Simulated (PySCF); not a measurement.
**C$_{3}$H$_{9}$B, SMILES `BC(C)C`: what the electrons do**

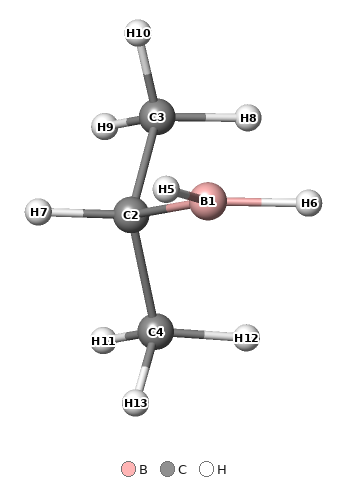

The molecule, with its atoms numbered as below. No frequency check shows the geometry to be a minimum.

Coordinates in Å:

```
B1      -0.0350   -1.5853    0.1229
C2      -0.0014   -0.0921   -0.3973
C3      -1.2361    0.6755    0.1033
C4       1.2645    0.6215    0.1034
H5      -0.0576   -2.4894   -0.6175
H6      -0.0388   -1.7830    1.2752
H7       0.0001   -0.0301   -1.4908
H8      -1.2666    0.6833    1.1905
H9      -1.2096    1.7060   -0.2480
H10     -2.1501    0.2116   -0.2614
H11      1.2826    1.6521   -0.2480
H12      1.2953    0.6279    1.1906
H13      2.1577    0.1185   -0.2613
```

## 1. Bonding charge

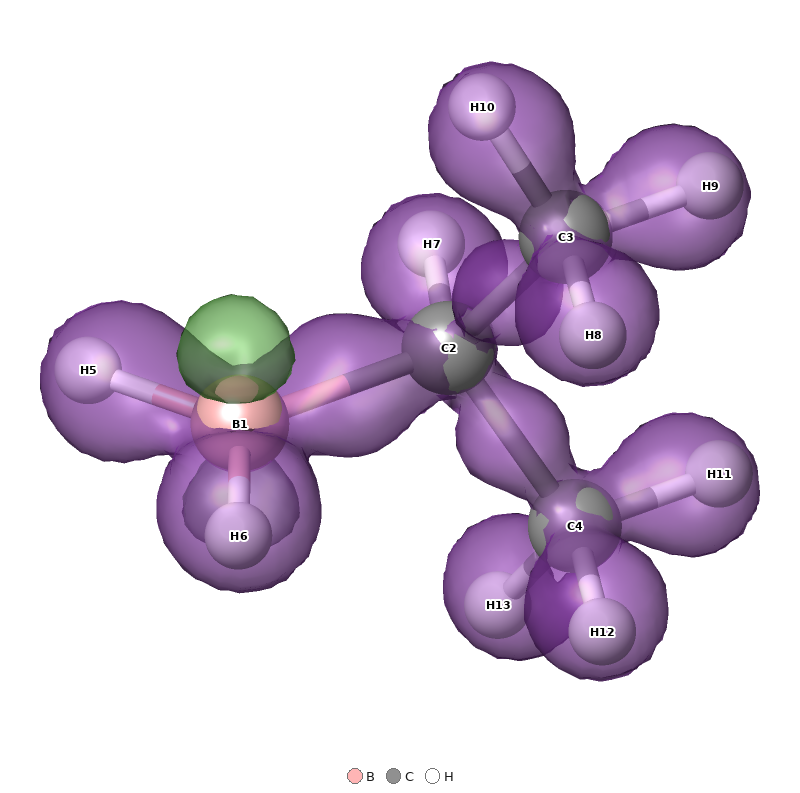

Deformation density (molecule less spherical, spin-averaged free atoms at the same positions), surfaces at ±0.15 e/Å³; purple: gain, green: loss.

Method: PBE/def2-SVPD; geometry: GFN2-xTB; program: PySCF.

> Describe the bonding that the map shows.

C3–H8 and C4–H12: +0.65 e/Å³ at the bond critical point (bond length 1.09 Å). C3–H10 and C4–H13: +0.64 e/Å³ at the bond critical point (bond length 1.09 Å). C4–H11 and C3–H9: +0.64 e/Å³ at the bond critical point (bond length 1.09 Å). C2–H7: +0.63 e/Å³ at the bond critical point (bond length 1.09 Å). B1–H5: +0.46 e/Å³ at the bond critical point (bond length 1.17 Å). B1–H6: +0.46 e/Å³ at the bond critical point (bond length 1.17 Å). B1–C2: +0.45 e/Å³ at the bond critical point (bond length 1.58 Å). C2–C4 and C2–C3: +0.37 e/Å³ at the bond critical point (bond length 1.54 Å). In all, 2.6 electrons gather in the regions of gain relative to the promolecule.

> Where do the Hirshfeld charges lie?

The highest Hirshfeld charge is on B1 (+0.15 e), the lowest on C3 and C4 (−0.09 e).

## 2. Bond critical points

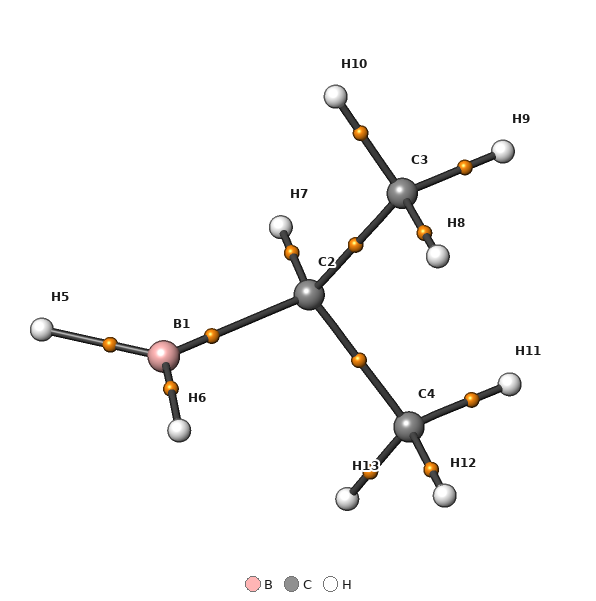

Molecular graph of the electron density (QTAIM): bond paths, bond critical points (orange), ring points (yellow, if any); weak paths are dashed.

> How many critical points of each kind are there, and does the count close?

13 nuclei, 12 bond, 0 ring and 0 cage critical points: 13 − 12 + 0 − 0 = 1, as the Poincaré–Hopf relation requires.

> What does the calculation give at each kind of bond critical point?

| bond | length (Å) | ρ (a.u.) | ∇²ρ (a.u.) | ε | H (a.u.) |
| --- | --- | --- | --- | --- | --- |
| C3–H8 (2 alike) | 1.088 | 0.275 | −0.99 | 0.01 | −0.294 |
| C3–H10 (2 alike) | 1.088 | 0.275 | −0.98 | 0.01 | −0.293 |
| C4–H11 (2 alike) | 1.089 | 0.274 | −0.98 | 0.00 | −0.291 |
| C2–H7 | 1.095 | 0.272 | −0.94 | 0.02 | −0.284 |
| C2–C4 (2 alike) | 1.537 | 0.231 | −0.48 | 0.03 | −0.178 |
| B1–C2 | 1.582 | 0.185 | −0.28 | 0.32 | −0.206 |
| B1–H5 | 1.169 | 0.183 | −0.20 | 0.36 | −0.197 |
| B1–H6 | 1.169 | 0.183 | −0.19 | 0.38 | −0.195 |

> What kind of interaction is B1–C2?

Shared-shell (covalent): ρ = 0.185, ∇²ρ = −0.28, H = −0.206 a.u. Its ellipticity of 0.32 shows that the density isn't cylindrical about the bond.

## 3. Local ionisation energy

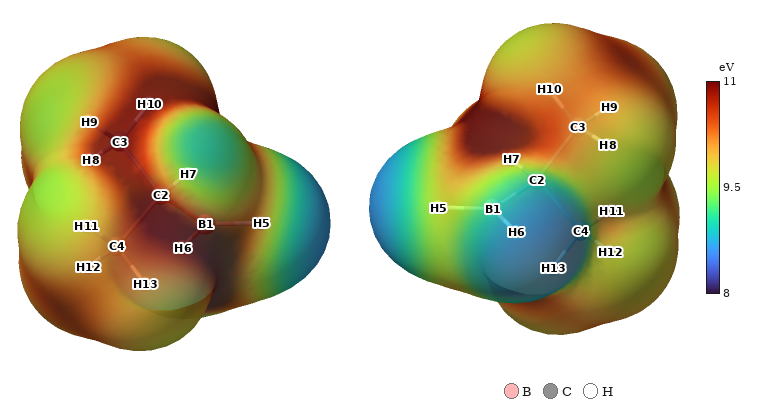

Average local ionisation energy on the surface of electron density 0.001 a.u. (back view left, front view right).

> Where are the most loosely bound electrons on this surface?

The lowest value is 8.6 eV, 1.5 Å from H5. Further minima include 9.0 eV, 1.4 Å from H7; 9.5 eV, 1.4 Å from H11, and at like points elsewhere. For comparison, the highest occupied orbital lies at −7.1 eV.

> What volume does the surface enclose, and what is the dipole moment?

About 112 Å³; the dipole moment is 0.7 D.

## 4. Stretching a bond

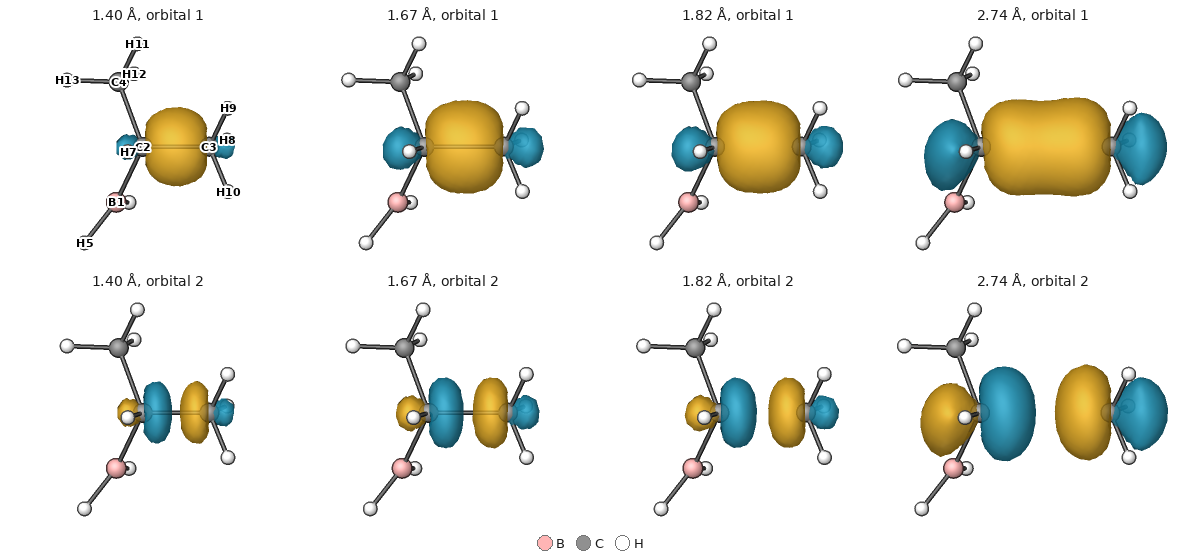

Rigid stretch of the C2–C3 bond. The two CASSCF(2,2) natural orbitals nearest half filling (orbital 1 the more occupied).

Level of theory: def2-SVP basis (PySCF), at a geometry from GFN2-xTB.

> How do the occupations change along the stretch?

1.40 Å: 1.99 and 0.01; 1.67 Å: 1.97 and 0.03; 1.82 Å: 1.96 and 0.04; 2.74 Å: 1.66 and 0.34. At the longest distance computed (4.26 Å) they are 1.10 and 0.90, and the effective number of unpaired electrons is 2.0.

> Where does the UHF solution part from RHF?

Between 2.05 Å (⟨S²⟩ = 0, the two coincide) and 2.36 Å (⟨S²⟩ = 0.56); at 4.26 Å ⟨S²⟩ is 1.02 and UHF lies 4.6 eV below RHF.

> How much energy does the stretch cost?

By CASSCF, 3.7 eV from the lowest point of the scan (1.52 Å) to 4.26 Å; RHF gives 7.8 eV from its own lowest point. The fragments aren't relaxed and dynamic correlation is missing, so this isn't a bond dissociation energy.

The PySCF runs shown took 21 s and 5.4 min on 1 thread of Arm Neoverse V1, on a shared host.
